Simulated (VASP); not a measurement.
Band structure of CdS (relaxed from the rocksalt structure, space group Fm-3m). Calculation: r2SCAN meta-GGA, VASP's PBE PAW potentials (set 64) (plane waves; VASP 6.6.1).

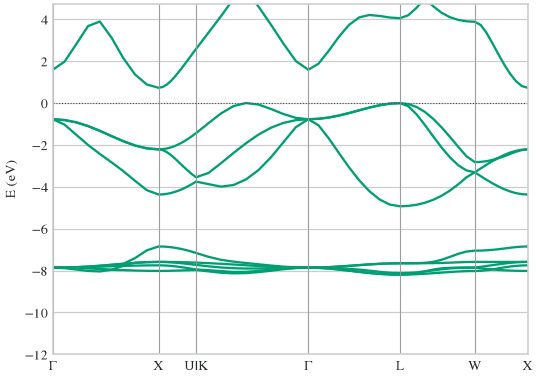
Fig. 1. Bands along high-symmetry lines, zero at the valence-band maximum or, without a gap, the Fermi level

Question: Read the plot: is there a gap, and where are the band edges?

Answer: The gap is indirect, 0.73 eV, from the valence maximum at K-Γ at 0.44 to the conduction minimum at X.

The structure was generated: CdS was put into the rocksalt type (Fm-3m), which need not be its known phase. It was relaxed first, which changed the volume by +11 %.
